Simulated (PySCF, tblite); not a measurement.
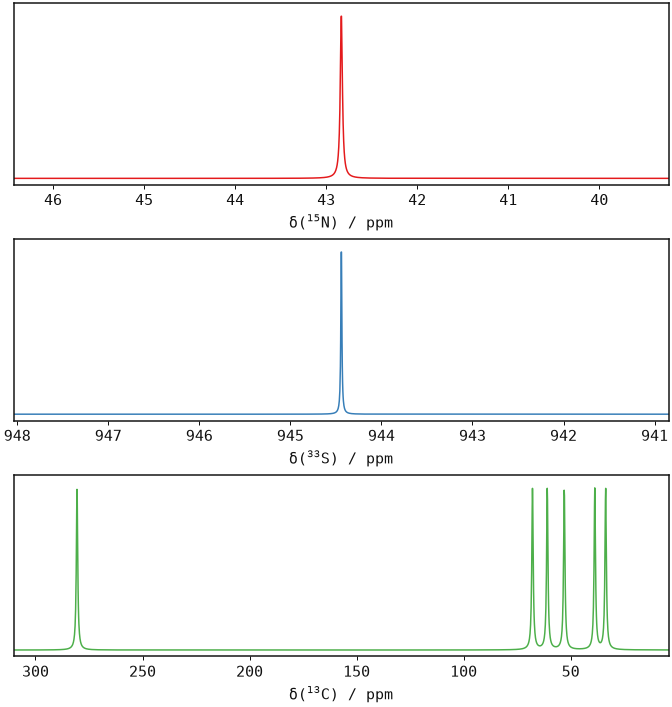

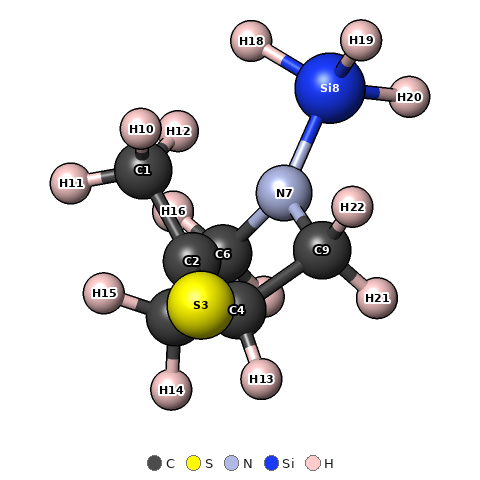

Spectrum and numbered structure of C₆H₁₃NSSi, SMILES CC(=S)[C@H]1CCN([SiH3])C1. GIAO shifts, PBE0/pcSseg-1, PySCF 2.14.0, at a GFN2-xTB geometry (a minimum by its frequencies), against NH₃ for ¹⁵N, CS₂ for ³³S and TMS for ¹³C computed at the same level (¹⁵N: a single molecule, while the usual scales start at liquid NH₃ or nitromethane; multiply bonded nitrogen can come out tens of ppm too deshielded). Gas phase, fully decoupled, line heights follow the number of nuclei, widths are arbitrary (no quadrupolar broadening); values of one conformer, averaged over methyl-type rotors and exact or near symmetry; other conformers aren't averaged in.

**Where does the ¹⁵N line lie?**

At 42.8 ppm (N7).

**Where does the ³³S line lie?**

At 944.4 ppm (S3).

**Which ¹³C nuclei are the least shielded, and which the most?**

Least shielded: C2 at 280.6 ppm. Most shielded: C5 at 33.7 ppm.

Known limits of this run: the tight-binding geometry is rougher than a DFT one and adds to the error.
